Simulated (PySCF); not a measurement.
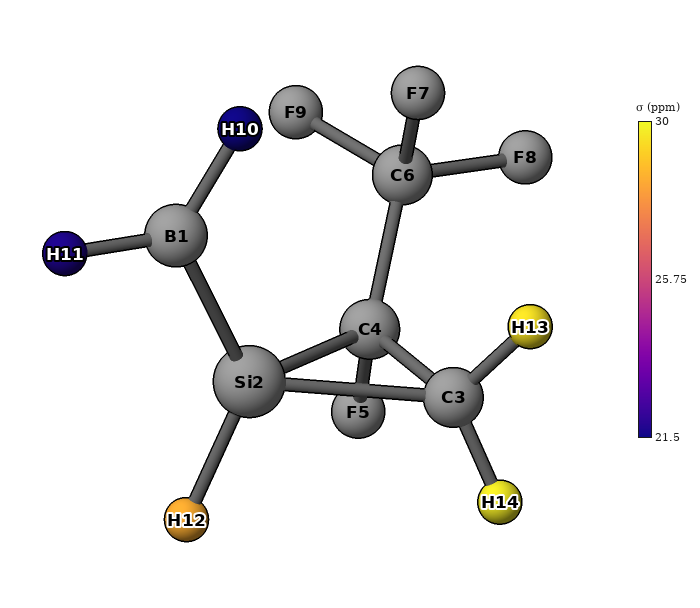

Atoms are coloured by their isotropic NMR shieldings (H only, the others grey). Computed geometry: GFN2-xTB optimisation. No frequency run is at hand to confirm it as a minimum. Level of theory: GIAO PBE0/pcSseg-1 NMR shielding, non-relativistic, gas phase (PySCF 2.14.0).

Give the isotropic NMR shieldings of the H atoms atom by atom.

```
atom  σ (ppm)
 H10    21.53
 H11    21.76
 H12    28.45
 H13    29.55
 H14    29.73
```

The geometry is semi-empirical. Around B, Si such bond lengths and angles can be off by a tenth of an ångström or more and by several degrees, and values that hang on the shape move with them.
